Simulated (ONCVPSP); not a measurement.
## Pseudopotential generation: Mn (part 2 of 2)

The same run, continued: manganese (Mn, Z = 25), core [Ar], reference valence 3d5 4s1 4p1, valence charge 7. Method: ONCV potential, LDA (Perdew-Wang 92), fully relativistic, made with ONCVPSP 4.0.1.

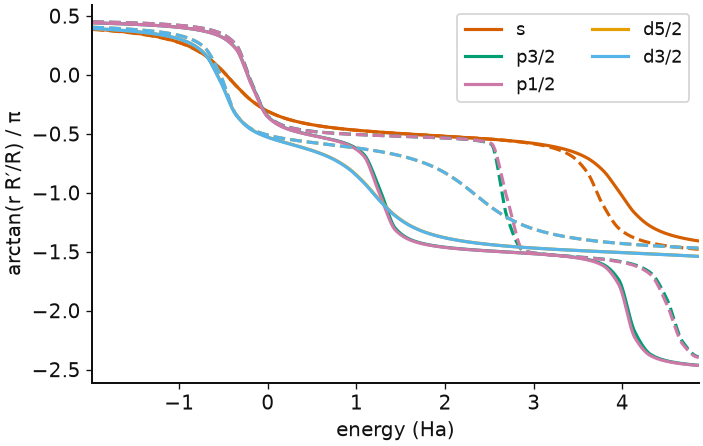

**Figure 2.** Unwrapped phase arctan(r R′/R) in units of π against energy, all-electron (solid) and pseudo (dashed); the pseudo phase is matched to the all-electron one at the reference energy. Here R(r) is the radial function. Not drawn: f7/2: not judged; f5/2: not judged.

- Poles, where the radial function vanishes at the test radius: s: all-electron at 1.6 Ha, pseudo at 1.6 Ha; p3/2: all-electron at 0.4 and 2.6 Ha, pseudo at 0.9 and 2.9 Ha; p1/2: all-electron at 0.4 and 2.6 Ha, pseudo at 0.8 and 2.9 Ha; d5/2: all-electron at -0.1 and 3.8 Ha, pseudo at -0.1 Ha; d3/2: all-electron at -0.1 and 3.8 Ha, pseudo at -0.1 Ha.
- Ghost states: Going away from the reference energies, the phases part by more than π/2 in: p3/2 at about 1.3 Ha (above its reference energy, pseudo phase higher); p1/2 at about 1.3 Ha (above its reference energy, pseudo phase higher); d5/2 at about 1.4 Ha (above its reference energy, pseudo phase higher); d3/2 at about 1.4 Ha (above its reference energy, pseudo phase higher). Such a step is either a state that only one of the two atoms has or an ordinary level shifted in energy. The separate test gives: GHOST(-) flagged for s at -277.4 eV; GHOST(+) flagged for s at 247.4 eV, p3/2 at 78.5 eV, p3/2 at 176.5 eV, p1/2 at 78.5 eV, p1/2 at 178.1 eV. The bound ghosts lie below the range of the plot.

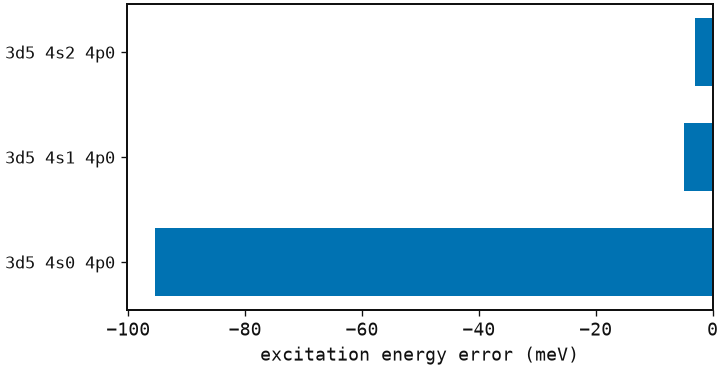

**Figure 3.** Errors, all-electron minus pseudo, of the energies of valence configurations relative to the unpolarised reference 3d5 4s1 4p1. Not all tests gave a result: 1 of 4 tests not solved.

- Worst configuration: 3d5 4s0 4p0 (charge +2): the error is -96 meV on an all-electron energy of +20.59 eV relative to the reference, or 0.46 %.
- Configurations within 10 meV and within 50 meV: 2 and 2 of 3.
- Errors in meV: 3d5 4s2 4p0: -3.1; 3d5 4s1 4p0: -4.9; 3d5 4s0 4p0: -96. The potential isn't sound: its ghost test gives GHOST(-) flagged for s at -277.4 eV; GHOST(+) flagged for s at 247.4 eV, p3/2 at 78.5 eV, p3/2 at 176.5 eV, p1/2 at 78.5 eV, p1/2 at 178.1 eV.

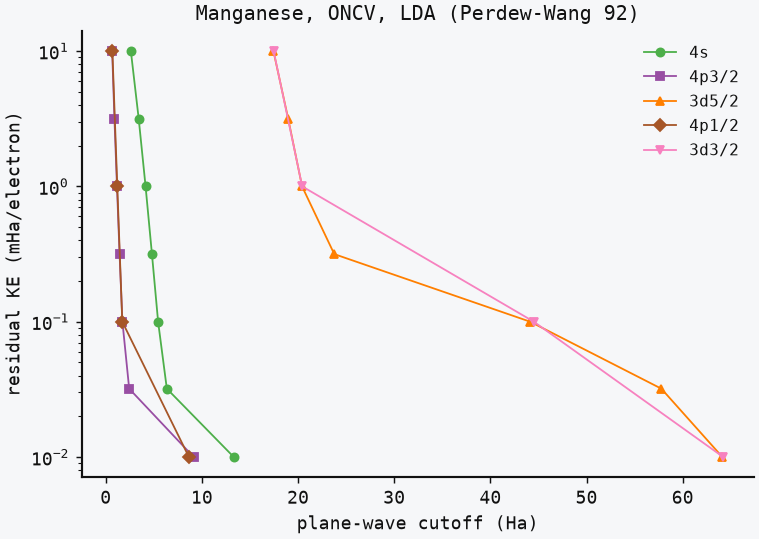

**Figure 4.** Residual kinetic energy of the pseudo-waves (the first of each channel, and further valence shells) beyond the plane-wave cutoff, as the generator prints it.

- Cutoffs for 1 mHa per electron: 3d3/2: 20 Ha; 3d5/2: 20 Ha; 4s: 4.1 Ha; 4p1/2: 1.2 Ha; 4p3/2: 1.2 Ha.
- Cutoffs for the occupied states: 20 Ha for 1 mHa and 45 Ha for 0.1 mHa per electron. The first is set by 3d3/2.

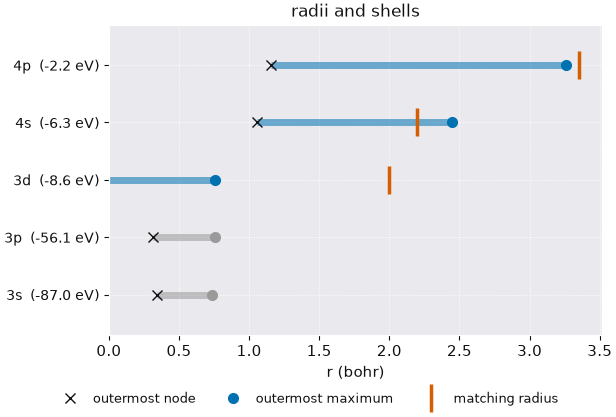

**Figure 5.** Outer shells of the all-electron reference atom: each bar runs from the outermost node (or the nucleus) to the outermost maximum of u(r); the tick is the radius chosen for the pseudo-wave. Shells without a tick have no pseudo-wave of their own. Levels, nodes and maxima are from ld1.x, scalar-relativistic.

- Radii against the shells: 3d: 2.00 bohr, outside the maximum; 4s: 2.20 bohr, between node and maximum; 4p: 3.35 bohr, outside the maximum.

**Key numbers**

- outcome: generated, with a ghost state; no spin-orbit splitting in 3d
- cutoffs needed: 20 Ha and 45 Ha (the cutoffs at which the residual kinetic energy of the hardest occupied pseudo-wave falls to 1 and 0.1 mHa per electron)
- ghost test: GHOST(-) flagged for s at -277.4 eV; GHOST(+) flagged for s at 247.4 eV, p3/2 at 78.5 eV, p3/2 at 176.5 eV, p1/2 at 78.5 eV, p1/2 at 178.1 eV
- configuration tests: 1 of 4 tests not solved
- rms error of d²Exc/dni dnj: 10.24 mHa without and 3.22 mHa with the model core
- largest excitation error among the tests solved: -96 meV (all-electron minus pseudo) for 3d5 4s0 4p0
- range over which the phases arctan(r R′/R) at the test radius agree within 0.05 rad (a looser test near the poles than one of phase shifts): s: up to about 3.3 Ha; p3/2: between about -0.2 and 0.2 Ha; p1/2: between about -0.2 and 0.2 Ha; d5/2: between about -0.4 and -0.0 Ha; d3/2: between about -0.4 and -0.1 Ha; f7/2: not judged, local potential alone; f5/2: not judged, local potential alone
- wall time: 4.8 s

**Notes**

The potential has a bound ghost state, so it can't be used as it stands. The potential has no spin-orbit splitting in 3d, whose channel is the local potential: both pseudo levels lie at −0.3147 Ha, against −0.3130 and −0.3174 Ha all-electron. Warnings of the program, in the generation or the tests: psatom_r: WARNING lschvkbb convergence error n,l,kap,iter= 2 1 -2.
